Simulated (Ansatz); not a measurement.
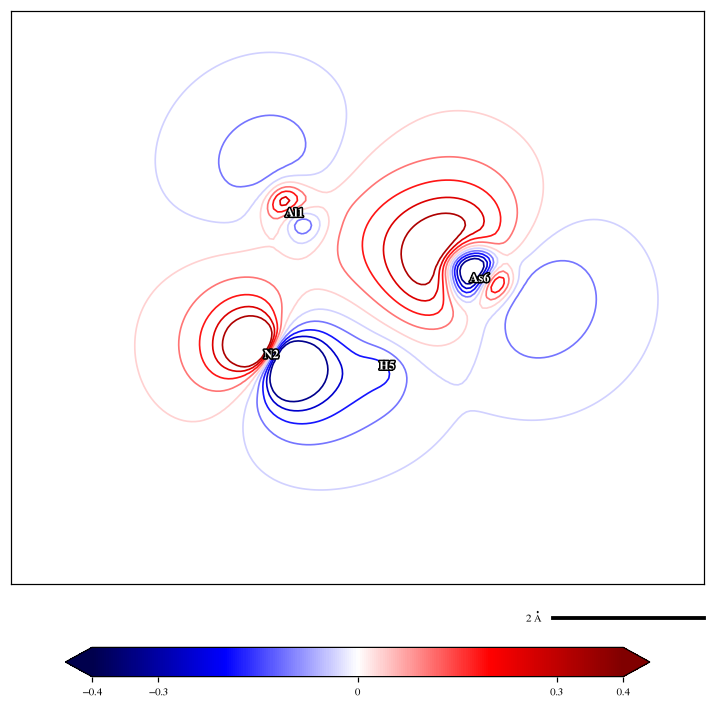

Figure. AlAsH7N. The HOMO−1 on the plane of atoms Al1, As6 and H5 (values in Å⁻³ᐟ²; the overall sign is arbitrary).

A transition-state structure; geometry: PBE0-D4/def2-TZVP.

These are results of RKS PBE0-D4/def2-TZVPP in Ansatz, not measurements.

```xyz
10

Al   -0.0552   -0.4210    1.2138
N     1.2994    0.5302    0.2845
H     0.2973   -1.9529    1.4322
H    -0.8841    0.4889    2.2158
H     0.3664    0.4648   -0.9320
As   -1.1774   -0.2064   -1.1205
H     1.4948    1.4859    0.5573
H     2.1840    0.0679    0.1108
H    -1.2963   -1.2342   -2.2106
H    -2.2290    0.7767   -1.5514
```

> What is the character of this orbital?

Its weight (Hirshfeld) is mainly on As6 (about 35 %), N2 (about 20 %), Al1 (about 15 %), H3 (about 10 %) and H4 (about 10 %). Its energy is −7.86 eV.
